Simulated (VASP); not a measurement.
Band structure of SnO (litharge). All values below come from PBE GGA with D4 dispersion, VASP's PBE PAW potentials (set 64) (plane waves; VASP).

Unless said otherwise, spin-orbit coupling is left out, though it shifts the bands of the heavy elements here.

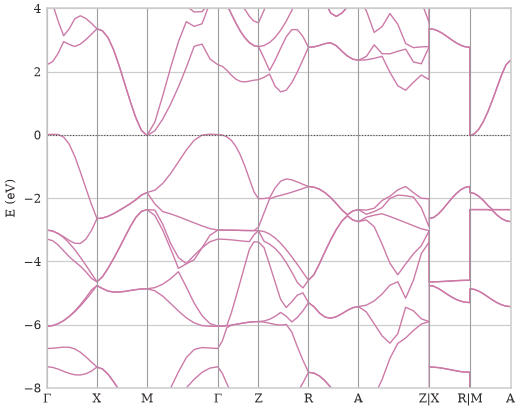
Figure: Bands along high-symmetry lines, zero at the valence-band maximum or, without a gap, the Fermi level

Task: Read the plot: is there a gap, and where are the band edges?

Result: It has no gap at this level: it comes out as a metal or semimetal. (Edges off the drawn lines would not show.)

Measured: gap 0.70 eV (computed value off by -0.70 eV), as given by David Waroquiers et al., Physical Review B (2013), arXiv:1302.6756.

The compound is SnO in the litharge structure. It was relaxed first.
